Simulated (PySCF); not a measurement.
```xyz
13

C    -1.3622    2.5665    0.0648
C    -1.1115    1.4123    0.2889
Ge   -0.6384   -0.3971    0.6282
N    -1.4567   -1.3951   -0.6380
C     1.3348   -0.5378    0.7287
C     2.1567   -0.1938   -0.2433
Br    1.5267    0.4959   -1.8917
H    -1.6001    3.5735   -0.1315
H    -1.1858   -0.8547    1.9525
H    -1.3659   -1.0844   -1.5954
H    -1.3127   -2.3939   -0.6053
H     1.7759   -0.9267    1.6368
H     3.2347   -0.2642   -0.2127
```

Geometry: GFN2-xTB.

The calculation used wB97X-D/def2-SVPD, SCF density, gas phase in PySCF.

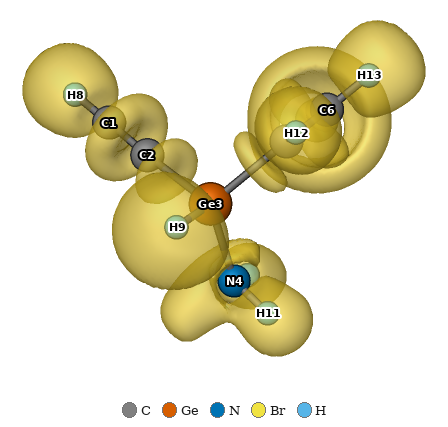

C4H6BrGeN. Isosurface of the electron localisation function at 0.8 (yellow), seen at a tilt. Only the valence region is drawn (cores and ρ < 0.01 e/Å³ removed).

**Identify the bonds, lone pairs and shells in this picture.**

The surface consists of one region between bonded Br–C atoms (shared pairs), two regions between bonded C–C atoms (shared pairs), four regions around hydrogen nuclei, two lobes of the valence shell of C pointing towards Ge (polar bonds), one ring or bowl of non-bonding electrons around Br and one joined region spread over several atoms (H, N), in which their bonds and any lone pairs are merged. Along the contacts the grid gives the following. C–C (1.20 Å): the ELF peaks at about 0.85 between the atoms; a multiple bond. Ge–N (1.81 Å): the ELF peaks at about 0.90 in the valence shell of N, 0.7 Å from its nucleus, and is about 0.50 at the midpoint.
